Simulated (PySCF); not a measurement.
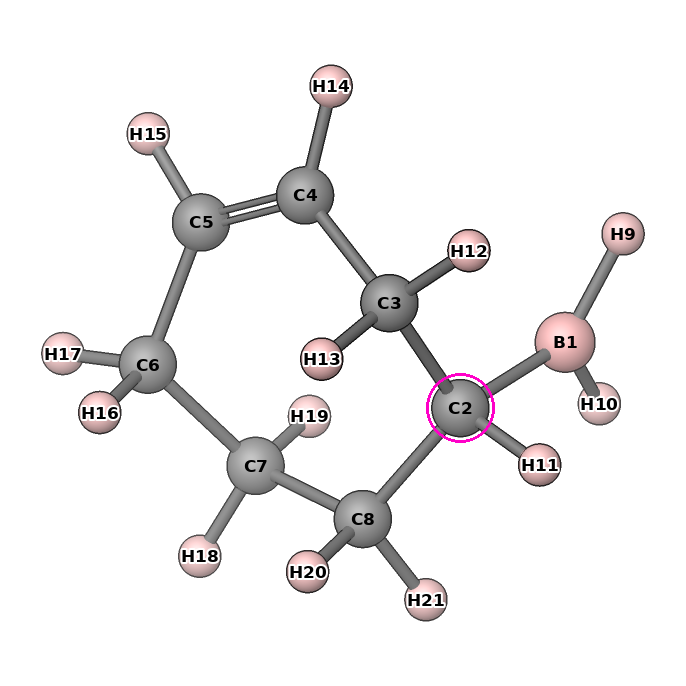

Depth is shown by fading: the farther an atom, the more it takes the colour of the background. Circles mark the stereogenic atoms. Computed geometry: PBE0-D3(BJ)/def2-SVP optimisation. No frequency run is at hand to confirm it as a minimum.

**Assign CIP descriptors.**

C2: R (priorities C3 > C8 > B1 > H11).

**Give a SMILES with the stereochemistry.**

B[C@H]1CC=CCCC1
